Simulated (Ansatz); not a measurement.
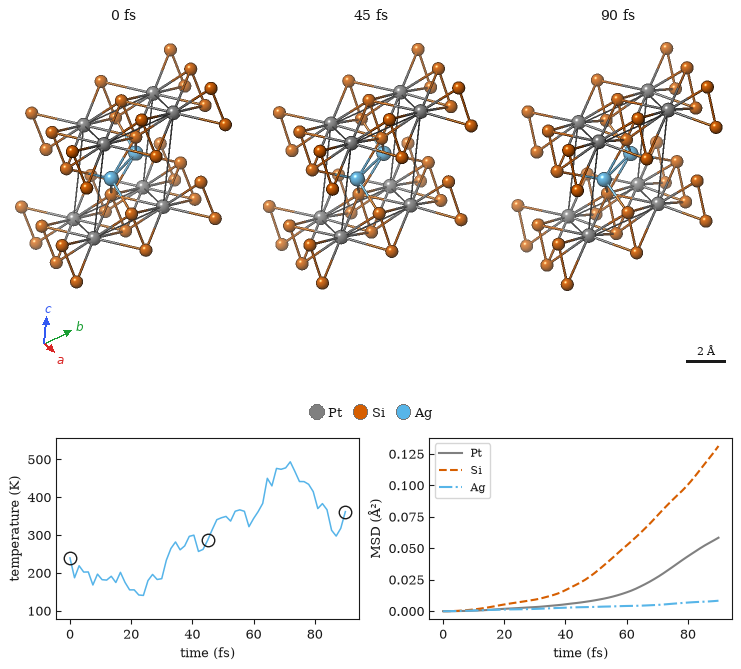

First-principles dynamics of a 5-atom cell of Si2Ag2Pt, 90 fs long. Frames and the history of the run. Style: ball-and-stick. Shown: the simulation cell, slightly off an axis. Bonds to atoms that aren't drawn are left out.

Method: Ansatz, DFT, PAW plane waves, PBE. Settings: plane-wave cutoff 420 eV; k-point mesh 4 × 4 × 3; Gaussian smearing 0.1 eV; Langevin thermostat (NVT); set temperature 300 K; time step 1.5 fs.

> Describe the run.

The mean temperature in the second half is 384 K (standard deviation 59 K). The potential energy is still drifting at the end, so the run hasn't reached equilibrium. The potential energy in the second half lies on average 18.9 meV per atom below the first frame. Root-mean-square distances from the starting positions over the second half, with the common drift of all atoms taken out: Si 0.27 Å, Pt 0.17 Å, Ag 0.07 Å. The run lasts only 90 fs, too short to tell vibration from diffusion.

Limits of the set-up: the k-point mesh is coarse for a cell with partly filled bands.
